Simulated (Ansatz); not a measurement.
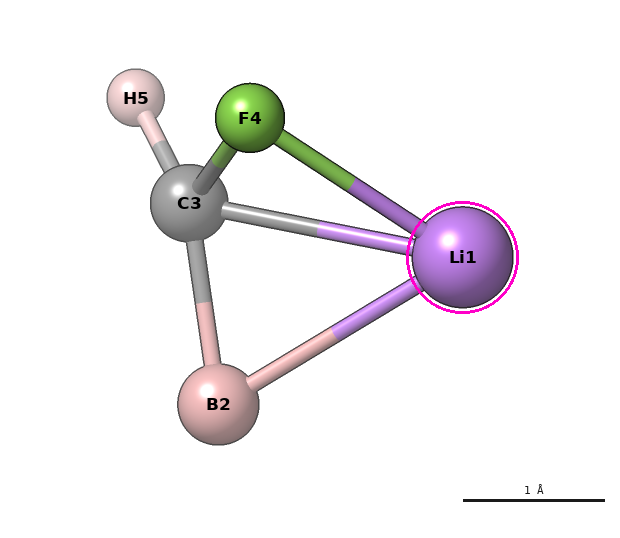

Orthographic view. Distant atoms are faded towards the background colour. The geometry was computed by an optimisation with PBE0-D4/def2-TZVP. No frequency run is at hand to confirm it as a minimum.

Name the neighbours of the circled atom.

The circled atom is Li1; it is bonded to B2, C3, F4.

Which atom is farthest from the viewer?

H5, 0.9 Å behind the mean position.

Which two atoms are farthest apart in space?

Li1 and H5, 2.95 Å.

Which atom is nearest the viewer?

F4, 1.0 Å in front of the mean position.
